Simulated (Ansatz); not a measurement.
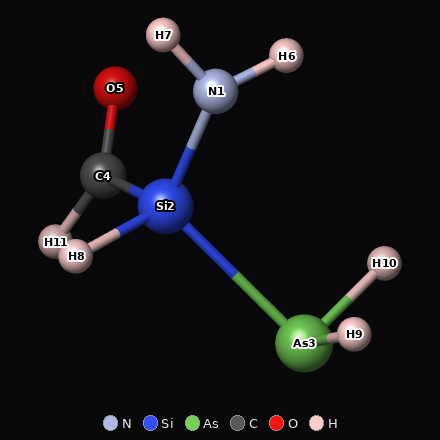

The system is CH6AsNOSi, SMILES N[SiH]([AsH2])C=O; the picture shows the reference structure. First axis: dihedral N1–Si2–As3–H9. Second axis: dihedral H6–N1–Si2–As3. Nothing is relaxed (all other coordinates rigid). Grid: 10 × 10 points. Points are written as (first, second). All energies are given in kcal/mol relative to the lowest grid point. Method: RHF/def2-SVP in Ansatz 0.2.0.

Its coordinates:

```yaml
atoms:
  - { symbol: N, position_ang: [-1.2026, 1.0730, 0.2702] }
  - { symbol: Si, position_ang: [-0.3225, -0.3983, 0.2596] }
  - { symbol: As, position_ang: [1.8403, -0.2014, 1.2438] }
  - { symbol: C, position_ang: [-0.0019, -1.1067, -1.5106] }
  - { symbol: O, position_ang: [-0.2092, -0.4634, -2.4898] }
  - { symbol: H, position_ang: [-0.7679, 1.9297, -0.0135] }
  - { symbol: H, position_ang: [-2.1803, 1.0772, 0.0485] }
  - { symbol: H, position_ang: [-1.0876, -1.4344, 0.9916] }
  - { symbol: H, position_ang: [1.3620, 0.6094, 2.4225] }
  - { symbol: H, position_ang: [2.2370, 0.9971, 0.4135] }
  - { symbol: H, position_ang: [0.3981, -2.1392, -1.6153] }
```

Range: dihedral N1–Si2–As3–H9 from −180 to 144°; dihedral H6–N1–Si2–As3 from −180 to 144°.

What will the energy surface look like?

Answer. The lowest grid point is at (36°, 36°). Other grid points that lie below all their neighbours: (−72°, 72°) (0.22 kcal/mol higher); (−180°, 72°) (0.51 kcal/mol higher); (−72°, −72°) (1.09 kcal/mol higher). The highest grid point, (0°, 144°), lies 3.69 kcal/mol above the lowest.

| dihedral H6–N1–Si2–As3 ↓, dihedral N1–Si2–As3–H9 → | −180 | −144 | −108 | −72 | −36 | 0 | 36 | 72 | 108 | 144 |
| --- | --- | --- | --- | --- | --- | --- | --- | --- | --- | --- |
| 144 | 2.92 | 3.42 | 2.42 | 1.81 | 3.25 | 3.69 | 2.41 | 2.37 | 3.17 | 2.83 |
| 108 | 1.71 | 2.59 | 1.91 | 0.94 | 2.01 | 2.63 | 1.68 | 1.95 | 2.77 | 1.97 |
| 72 | 0.51 | 1.27 | 1.10 | 0.22 | 0.79 | 1.13 | 0.35 | 0.92 | 2.07 | 1.28 |
| 36 | 0.62 | 0.95 | 0.83 | 0.42 | 1.08 | 1.07 | 0.00 | 0.54 | 1.82 | 1.42 |
| 0 | 1.85 | 1.97 | 1.39 | 1.21 | 2.42 | 2.50 | 1.07 | 1.28 | 2.41 | 2.19 |
| −36 | 2.21 | 2.65 | 1.73 | 1.23 | 2.72 | 3.15 | 1.77 | 1.84 | 2.72 | 2.25 |
| −72 | 1.82 | 2.61 | 1.97 | 1.09 | 2.23 | 2.84 | 1.77 | 2.08 | 3.01 | 2.17 |
| −108 | 1.77 | 2.43 | 2.24 | 1.44 | 2.13 | 2.54 | 1.61 | 2.18 | 3.43 | 2.62 |
| −144 | 2.47 | 2.65 | 2.42 | 2.03 | 2.78 | 2.92 | 1.78 | 2.21 | 3.65 | 3.29 |
| −180 | 3.14 | 3.23 | 2.48 | 2.21 | 3.42 | 3.56 | 2.21 | 2.25 | 3.44 | 3.39 |

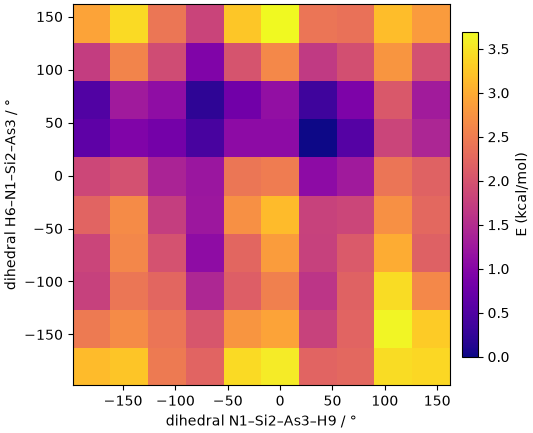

Drawn: one coloured cell a grid point.

Each point was launched as `ansatz run input.yaml --threads 1 --pin off --max-ram 2560MiB --backend cpu --events-out ev --progress --plain --runs-dir out`. Time for the 100 points that were run: 11 min on 1 thread of Arm Neoverse V1, on a shared host.
